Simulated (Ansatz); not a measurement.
## Molecular dynamics, with input and output: SiN$_{2}$H$_{8}$O (part 3 of 3)

The same run, continued: SiN$_{2}$H$_{8}$O; RKS PBE0-D4/6-31G* (Ansatz 0.2.0). It belongs to a series of runs on one base structure; here: dynamics from the highest image of the converged band.

Geometry of the input (Å):
```
Si -0.2316  0.0640  -0.2270
H  0.0668  -0.0159  1.5474
N  1.4811  0.2238  -0.5156
H  2.0124  -0.6322  -0.6098
H  2.0173  0.9117  -0.0015
N  -0.7955  1.5745  -0.7643
H  -1.7436  1.8813  -0.6161
H  -0.2276  2.1778  -1.3383
H  -0.3984  -1.2724  -0.8767
O  -1.9088  -0.1746  0.7079
H  -2.2327  -1.0814  0.5994
H  -0.9139  -0.1567  1.4882
```

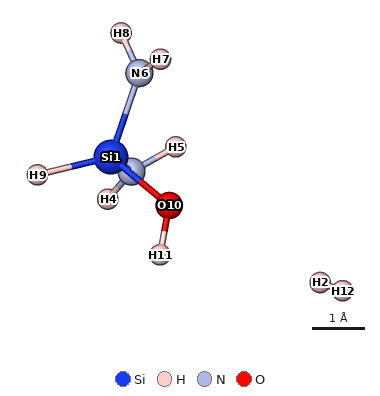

**Figure 1.** The geometry at step 100 of the log (ball-and-stick view, seen at a tilt; atoms are numbered from 1 in the order of the input).

```
Total energy: -13026.50606820 eV, -478.7152683234 hartree
Atom 0 at    -0.456801     0.223865    -0.627112 Å, force    -0.423677    -0.393316    -0.778706 eV/Å
Atom 1 at     5.001410    -0.072342     8.130036 Å, force     0.114342     0.229607     0.679301 eV/Å
Atom 2 at     1.123116    -0.274716     0.114804 Å, force    -2.137920     0.838103    -0.743468 eV/Å
Atom 3 at     1.897308    -0.101216    -0.508211 Å, force     0.252092    -0.062252    -0.258681 eV/Å
Atom 4 at     1.299629     0.222201     0.961742 Å, force     0.434162     0.345899     0.911158 eV/Å
Atom 5 at    -0.957623     1.849486    -1.199175 Å, force     0.201403    -1.339784     1.952449 eV/Å
Atom 6 at    -1.899602     2.144899    -1.012807 Å, force    -0.235138     0.082706     0.384548 eV/Å
Atom 7 at    -0.640818     2.275246    -2.038828 Å, force     0.536045    -0.048843    -0.728910 eV/Å
Atom 8 at    -0.339020    -0.459061    -1.961208 Å, force     0.008698    -0.352978     0.387928 eV/Å
Atom 9 at    -1.716538    -0.365167     0.390101 Å, force     1.335896     0.905135    -0.706586 eV/Å
Atom 10 at    -1.407659    -0.692552     1.250818 Å, force     0.028442     0.025371    -0.419695 eV/Å
Atom 11 at     5.121649     0.169692     8.845254 Å, force    -0.114345    -0.229648    -0.679339 eV/Å
Dipole moment:     0.280839     0.351064     0.134145 e Å
```

Trajectory as extended XYZ (Å, eV, eV/Å), 17 of the 201 frames kept, from step=0 to step=200:
```
12
Properties=species:S:1:pos:R:3:forces:R:3 step=0 time_fs=0.0 energy=-13024.88812 temperature=100.0
Si   -0.2316    0.0640   -0.2270   -0.0062  -0.0009   0.0029
H     0.0668   -0.0159    1.5474   -0.0030  -0.0004  -0.0006
N     1.4811    0.2238   -0.5156    0.0021  -0.0009  -0.0058
H     2.0124   -0.6322   -0.6098    0.0009  -0.0004   0.0007
H     2.0173    0.9117   -0.0015   -0.0007   0.0016   0.0023
N    -0.7955    1.5745   -0.7643    0.0004  -0.0018  -0.0005
H    -1.7436    1.8813   -0.6161    0.0016   0.0003  -0.0009
H    -0.2276    2.1778   -1.3383   -0.0009   0.0003   0.0013
H    -0.3984   -1.2724   -0.8767    0.0010  -0.0001  -0.0003
O    -1.9088   -0.1746    0.7079   -0.0008   0.0050  -0.0021
H    -2.2327   -1.0814    0.5994    0.0029  -0.0002   0.0004
H    -0.9139   -0.1567    1.4882    0.0028  -0.0025   0.0026
12
Properties=species:S:1:pos:R:3:forces:R:3 step=12 time_fs=6.0 energy=-13024.86669 temperature=84.1
Si   -0.2461    0.0541   -0.2303   -0.3798   0.5849  -0.4299
H     0.0602   -0.0238    1.5710    0.3161  -0.0351   0.3230
N     1.4864    0.2202   -0.5073   -1.0233   0.3560   0.1549
H     2.0567   -0.5944   -0.5659    0.2944  -0.7259  -0.0628
H     1.9805    0.9324   -0.0006    0.2033   0.3512   0.1986
N    -0.7995    1.5868   -0.7785    0.8412  -1.2973   0.4232
H    -1.7423    1.8405   -0.6213   -0.8381   0.4413   0.1245
H    -0.2150    2.2363   -1.2576    0.2060   0.3553  -0.3310
H    -0.4405   -1.2692   -0.8848    0.1617  -0.0909  -0.0985
O    -1.8875   -0.1688    0.7106   -0.3452  -0.5281  -0.5837
H    -2.2326   -1.0694    0.5444    0.1165   0.4727   0.0999
H    -0.8358   -0.1803    1.5371    0.4471   0.1161   0.1818
12
Properties=species:S:1:pos:R:3:forces:R:3 step=25 time_fs=12.5 energy=-13025.26335 temperature=390.9
Si   -0.2689    0.0497   -0.2404   -1.6019  -0.0541  -1.0814
H     0.1719   -0.0421    1.7231    1.1538   0.1421   0.5781
N     1.4783    0.2187   -0.4897   -0.1633  -0.1719   1.0053
H     2.0814   -0.6178   -0.5178   -0.6019   0.6108   0.0968
H     1.9561    0.9812    0.0055   -0.1370  -0.4436  -0.3090
N    -0.7950    1.5822   -0.7864   -0.2834   0.6268   0.0134
H    -1.7685    1.8670   -0.6206    0.8328  -0.2645  -0.0111
H    -0.2173    2.3129   -1.2070   -0.2540  -0.6015   0.1475
H    -0.4246   -1.2835   -0.9227    0.2075   0.1460  -0.0267
O    -1.8664   -0.1653    0.7002    0.9786   0.2192  -0.9842
H    -2.2419   -1.0280    0.4930   -0.0157  -0.1569  -0.0598
H    -0.5767   -0.1660    1.6801   -0.1154  -0.0523   0.6312
12
Properties=species:S:1:pos:R:3:forces:R:3 step=38 time_fs=19.0 energy=-13026.04297 temperature=993.4
Si   -0.3113    0.0458   -0.2648   -0.8390  -0.1966  -0.9169
H     0.5338   -0.0395    2.0719   -0.1404  -0.0362   0.2327
N     1.4490    0.2182   -0.4494   -0.7140  -0.2998   0.9038
H     2.0246   -0.6251   -0.4469   -0.2656   0.2967   0.0391
H     1.9498    0.9936   -0.0244   -0.0382  -0.1179  -0.0033
N    -0.7882    1.5782   -0.7909   -0.5488   0.9487  -0.1015
H    -1.7416    1.8809   -0.5843    0.5656  -0.1352  -0.0924
H    -0.2036    2.3057   -1.1850   -0.0507  -0.3176  -0.0096
H    -0.3436   -1.2627   -0.9805   -0.1670  -0.1040  -0.1305
O    -1.8224   -0.1601    0.6673    1.9392   0.4448  -0.2954
H    -2.2285   -0.9967    0.4413   -0.0093  -0.5126   0.0002
H    -0.2134   -0.1424    2.0463    0.2681   0.0298   0.3738
12
Properties=species:S:1:pos:R:3:forces:R:3 step=50 time_fs=25.0 energy=-13026.42111 temperature=1286.7
Si   -0.3604    0.0398   -0.3002    1.0793  -0.0451  -1.4474
H     0.9128   -0.0376    2.4849   -0.7823  -0.0904   0.0875
N     1.3988    0.2148   -0.3898   -1.5059  -0.0318   0.5779
H     1.9386   -0.6181   -0.3715    0.5259  -0.8193  -0.0388
H     1.9368    0.9845   -0.0407    0.0543   0.4394   0.3525
N    -0.7862    1.5890   -0.7973    0.4239  -0.3525  -0.2314
H    -1.6861    1.9019   -0.5510   -1.0499   0.6738   0.1239
H    -0.1665    2.2485   -1.1998    0.3766   0.6003  -0.4028
H    -0.3197   -1.2596   -1.0695   -0.3615   0.1223   0.0372
O    -1.7464   -0.1546    0.6284    0.2510  -0.7777   0.5400
H    -2.1605   -1.0110    0.4274    0.2430   0.2040   0.3127
H     0.1516   -0.1191    2.5232    0.7457   0.0771   0.0888
12
Properties=species:S:1:pos:R:3:forces:R:3 step=62 time_fs=31.0 energy=-13026.63186 temperature=1449.4
Si   -0.3969    0.0340   -0.3536    2.2280   0.7826  -2.1869
H     1.2700   -0.0405    2.9189   -0.3385  -0.0283   0.0524
N     1.3280    0.2026   -0.3126    0.5513  -0.8351   0.6759
H     1.8888   -0.6602   -0.3070   -0.2841   0.6915  -0.0408
H     1.8752    1.0065    0.0109   -0.5529  -0.4833   0.0325
N    -0.7861    1.6107   -0.8104   -0.2770   1.3420  -0.5786
H    -1.6818    2.0286   -0.5507    0.5730  -0.2246  -0.3044
H    -0.1300    2.2455   -1.2637   -0.4557  -0.2786   0.1940
H    -0.4083   -1.2296   -1.1584   -0.1718  -0.0137  -0.1383
O    -1.6635   -0.1604    0.6034   -1.6871  -1.1710   2.0450
H    -2.0523   -1.0425    0.5004    0.0998   0.1935   0.2847
H     0.5306   -0.0951    3.0478    0.3151   0.0251  -0.0355
12
Properties=species:S:1:pos:R:3:forces:R:3 step=75 time_fs=37.5 energy=-13026.91575 temperature=1668.7
Si   -0.4103    0.0379   -0.4401   -0.2766   0.7734  -1.3096
H     1.6439   -0.0452    3.3927    0.2786   0.0071  -0.1021
N     1.2511    0.1704   -0.2144    1.1061  -0.7811   0.2187
H     1.8575   -0.6464   -0.2540   -0.0817   0.3987   0.0448
H     1.7026    1.0028    0.1375   -0.0624  -0.1285   0.1271
N    -0.7885    1.6553   -0.8380   -0.1462   1.0579  -0.5629
H    -1.6488    2.1616   -0.6081    0.4912  -0.6897  -0.1585
H    -0.1356    2.2457   -1.3473   -0.2391  -0.2531   0.1436
H    -0.5635   -1.1870   -1.3033    0.1926   0.2119  -0.1574
O    -1.6070   -0.1885    0.6231   -0.8471  -0.1875   1.5737
H    -1.9317   -1.0854    0.6716   -0.1293  -0.4026   0.0954
H     0.9455   -0.0690    3.6221   -0.2861  -0.0065   0.0871
12
Properties=species:S:1:pos:R:3:forces:R:3 step=88 time_fs=44.0 energy=-13027.00095 temperature=1735.2
Si   -0.4264    0.0532   -0.5439   -1.9877   0.5091   1.0472
H     2.0111   -0.0504    3.8673    0.6885  -0.0103  -0.3495
N     1.1967    0.1232   -0.1098   -0.1172  -0.0038  -0.3609
H     1.8708   -0.5940   -0.1883    0.7123  -0.7107  -0.0252
H     1.5150    0.9631    0.3192    0.3584   0.4572   0.3831
N    -0.7854    1.7127   -0.8804    0.5902  -1.4579   0.1026
H    -1.6412    2.1656   -0.6761   -0.8196   0.2716   0.0952
H    -0.1558    2.2367   -1.4389    0.3848   0.5854  -0.4797
H    -0.6510   -1.0699   -1.5106    0.2616   0.1852  -0.1047
O    -1.5740   -0.2300    0.6804    0.5753   0.4367  -0.5587
H    -1.8054   -1.1403    0.8681    0.0450  -0.2735  -0.0870
H     1.3637   -0.0422    4.1907   -0.6916   0.0111   0.3375
12
Properties=species:S:1:pos:R:3:forces:R:3 step=100 time_fs=50.0 energy=-13026.83800 temperature=1608.5
Si   -0.4631    0.0736   -0.6276   -0.3271   0.2426   2.7390
H     2.3514   -0.0556    4.3032    0.3817  -0.0256  -0.2609
N     1.1617    0.0762   -0.0180    0.0326   0.2673  -0.4269
H     1.9317   -0.5778   -0.1156   -0.3994   0.1640  -0.0261
H     1.3938    0.9085    0.5326   -0.0305  -0.5914  -0.2943
N    -0.7744    1.7499   -0.9232    0.0283  -0.4636  -0.0466
H    -1.6899    2.1425   -0.7592    0.0364   0.0453  -0.1323
H    -0.1905    2.2915   -1.5543   -0.2945  -0.1872   0.2111
H    -0.6447   -0.9015   -1.7377    0.0809  -0.0723   0.0802
O    -1.5356   -0.2654    0.7243    0.6132   0.0897  -1.6953
H    -1.6452   -1.1925    1.0043    0.2615   0.5052  -0.4031
H     1.7471   -0.0167    4.7133   -0.3831   0.0260   0.2550
12
Properties=species:S:1:pos:R:3:forces:R:3 step=112 time_fs=56.0 energy=-13026.54506 temperature=1382.2
Si   -0.5039    0.0967   -0.6791    1.4845  -0.1707   3.0184
H     2.6914   -0.0621    4.7353   -0.3419   0.0435   0.3059
N     1.1210    0.0313    0.0585   -0.4555  -0.2348  -1.0522
H     1.9374   -0.5677   -0.0668   -0.6392   0.2617  -0.1607
H     1.2905    0.7736    0.7304   -0.0469  -0.1801  -0.1435
N    -0.7665    1.7737   -0.9633   -1.3586   0.5977  -0.0448
H    -1.7341    2.1239   -0.8825    0.7729  -0.2596  -0.0150
H    -0.2658    2.3285   -1.6597   -0.0598  -0.5873   0.3327
H    -0.6087   -0.7497   -1.9230   -0.0462  -0.1441   0.5606
O    -1.4841   -0.2911    0.7303    0.1313   0.5330  -2.2370
H    -1.4118   -1.2024    1.0476    0.2183   0.1841  -0.2561
H     2.1304    0.0102    5.2376    0.3412  -0.0433  -0.3085
12
Properties=species:S:1:pos:R:3:forces:R:3 step=125 time_fs=62.5 energy=-13026.55619 temperature=1391.2
Si   -0.5282    0.1211   -0.6930    2.1565   0.4437   2.5366
H     3.0451   -0.0688    5.2126   -0.4873   0.1081   0.5864
N     1.0546   -0.0178    0.1130   -1.3320  -0.2170  -1.5917
H     1.8551   -0.5648   -0.0927    0.6244  -0.3431  -0.3591
H     1.1718    0.5819    0.9002    0.1170   0.3807   0.4905
N    -0.7827    1.8008   -1.0025   -0.4706  -0.6649   0.7324
H    -1.7333    2.1036   -1.0000   -0.7157   0.3851   0.0557
H    -0.2948    2.2422   -1.7499    0.4955   0.1680  -0.5525
H    -0.5861   -0.6600   -1.9471   -0.0778  -0.5211   0.1057
O    -1.4259   -0.3065    0.6845   -0.9878   0.4743  -1.5621
H    -1.0873   -1.1466    1.0045    0.1907  -0.1057   0.1456
H     2.5599    0.0389    5.7955    0.4871  -0.1081  -0.5876
12
Properties=species:S:1:pos:R:3:forces:R:3 step=138 time_fs=69.0 energy=-13026.57715 temperature=1406.6
Si   -0.5236    0.1509   -0.6744    1.0227   0.7170  -0.5784
H     3.3891   -0.0735    5.7010   -0.3420   0.1224   0.5639
N     0.9719   -0.0724    0.1343    0.9650  -0.1161  -0.1142
H     1.7953   -0.5436   -0.1926    0.3087   0.1289  -0.0738
H     1.0737    0.3770    1.0463    0.1600  -0.1276  -0.5594
N    -0.8180    1.8234   -1.0357    0.2829  -0.5628  -0.0649
H    -1.7683    2.1469   -1.1047   -0.2794   0.1337  -0.0698
H    -0.2815    2.1100   -1.8497   -0.1789   0.2439   0.0544
H    -0.5855   -0.7363   -1.8919    0.1162   0.1108   0.2487
O    -1.3893   -0.3206    0.6065   -1.8607  -0.7241   0.8902
H    -0.7620   -0.9814    0.9567   -0.5364   0.1964   0.2678
H     2.9991    0.0658    6.3417    0.3419  -0.1225  -0.5644
12
Properties=species:S:1:pos:R:3:forces:R:3 step=150 time_fs=75.0 energy=-13026.27520 temperature=1173.7
Si   -0.5064    0.1871   -0.6615   -0.6268   0.4515  -1.7315
H     3.6996   -0.0742    6.1678    0.0547  -0.0303  -0.1229
N     0.9225   -0.1311    0.1415    3.4371  -0.3655   0.2113
H     1.7927   -0.4492   -0.2990   -0.4763   0.3491   0.4313
H     1.0532    0.1944    1.1003    0.2768   0.2035  -0.5381
N    -0.8514    1.8344   -1.0683   -0.0789   0.3206  -1.1643
H    -1.8086    2.1991   -1.2125    0.7290  -0.5788   0.3306
H    -0.3178    2.0559   -1.9266   -0.3680   0.1889   0.6098
H    -0.5491   -0.7911   -1.7844    0.1776   0.2948  -0.3902
O    -1.3964   -0.3478    0.5510   -1.9109  -0.5866   2.0328
H    -0.6368   -0.7725    1.0066   -1.1596  -0.2774   0.2084
H     3.4114    0.0869    6.8297   -0.0547   0.0302   0.1226
12
Properties=species:S:1:pos:R:3:forces:R:3 step=162 time_fs=81.0 energy=-13026.49561 temperature=1344.1
Si   -0.4946    0.2274   -0.6664   -0.4248  -1.3140   0.1868
H     4.0121   -0.0733    6.6393    0.2156  -0.2033  -0.7607
N     0.9385   -0.1957    0.1499    1.3238   0.1189  -0.7362
H     1.7990   -0.3040   -0.3501    0.5313  -0.1117  -0.2110
H     1.1256    0.1120    1.0764    0.2213   0.5933   0.7782
N    -0.8788    1.8436   -1.1162    0.3917  -0.3213   0.4569
H    -1.8223    2.1486   -1.2360   -0.7347   0.0208   0.2509
H    -0.3833    2.1024   -1.9415    0.5251   0.4189  -0.6960
H    -0.4592   -0.7472   -1.7918   -0.0028   0.3397  -0.4230
O    -1.4479   -0.3831    0.5311   -1.6125   0.6587   0.1895
H    -0.7999   -0.6871    1.1714   -0.2185  -0.4033   0.2039
H     3.8218    0.1064    7.3129   -0.2156   0.2033   0.7606
12
Properties=species:S:1:pos:R:3:forces:R:3 step=175 time_fs=87.5 energy=-13026.55224 temperature=1387.4
Si   -0.4868    0.2530   -0.6698    0.4892  -2.3784   1.4449
H     4.3528   -0.0734    7.1464    0.0734  -0.1669  -0.5724
N     1.0055   -0.2564    0.1517    0.1494   1.2527  -0.0862
H     1.8546   -0.1731   -0.3951    0.1324  -0.1641  -0.1816
H     1.2339    0.1522    1.0678   -0.3315  -0.0953  -0.4193
N    -0.9029    1.8541   -1.1708    0.2991  -0.2256   0.6765
H    -1.8899    2.0523   -1.1700   -0.1971   0.3389  -0.0452
H    -0.4225    2.2278   -1.9848   -0.2881  -0.1302   0.1167
H    -0.3647   -0.5765   -1.9276   -0.1841   0.0752   0.3177
O    -1.5377   -0.4079    0.5187   -0.5270   1.3897  -1.7336
H    -1.1243   -0.7020    1.3310    0.4578  -0.0628  -0.0900
H     4.2642    0.1284    7.8401   -0.0734   0.1669   0.5723
12
Properties=species:S:1:pos:R:3:forces:R:3 step=188 time_fs=94.0 energy=-13026.33242 temperature=1217.9
Si   -0.4733    0.2468   -0.6541    0.3532  -1.2846   1.0907
H     4.6916   -0.0732    7.6559    0.0002  -0.0003   0.0001
N     1.0803   -0.2863    0.1396   -0.6310   1.8328  -0.4168
H     1.8997   -0.1023   -0.4648   -0.5212  -0.2430   0.3785
H     1.2631    0.2195    1.0245   -0.0373  -0.4055  -0.5073
N    -0.9277    1.8583   -1.2035   -0.6573  -0.0206   0.9031
H    -1.9367    2.0484   -1.0976    0.8830   0.1770  -0.0434
H    -0.5310    2.3292   -2.0313   -0.3389  -0.7685   0.7026
H    -0.3334   -0.4009   -1.9789   -0.0876  -0.7446   0.1069
O    -1.6369   -0.4016    0.4728    0.6554   1.2775  -1.5792
H    -1.3536   -0.7076    1.3492    0.3819   0.1797  -0.6350
H     4.7086    0.1502    8.3648   -0.0002   0.0002  -0.0002
12
Properties=species:S:1:pos:R:3:forces:R:3 step=200 time_fs=100.0 energy=-13026.50604 temperature=1352.2
Si   -0.4568    0.2239   -0.6271   -0.4237  -0.3933  -0.7787
H     5.0014   -0.0723    8.1300    0.1143   0.2296   0.6793
N     1.1231   -0.2747    0.1148   -2.1379   0.8381  -0.7435
H     1.8973   -0.1012   -0.5082    0.2521  -0.0623  -0.2587
H     1.2996    0.2222    0.9617    0.4342   0.3459   0.9112
N    -0.9576    1.8495   -1.1992    0.2014  -1.3398   1.9524
H    -1.8996    2.1449   -1.0128   -0.2351   0.0827   0.3845
H    -0.6408    2.2752   -2.0388    0.5360  -0.0488  -0.7289
H    -0.3390   -0.4591   -1.9612    0.0087  -0.3530   0.3879
O    -1.7165   -0.3652    0.3901    1.3359   0.9051  -0.7066
H    -1.4077   -0.6926    1.2508    0.0284   0.0254  -0.4197
H     5.1216    0.1697    8.8453   -0.1143  -0.2296  -0.6793
```
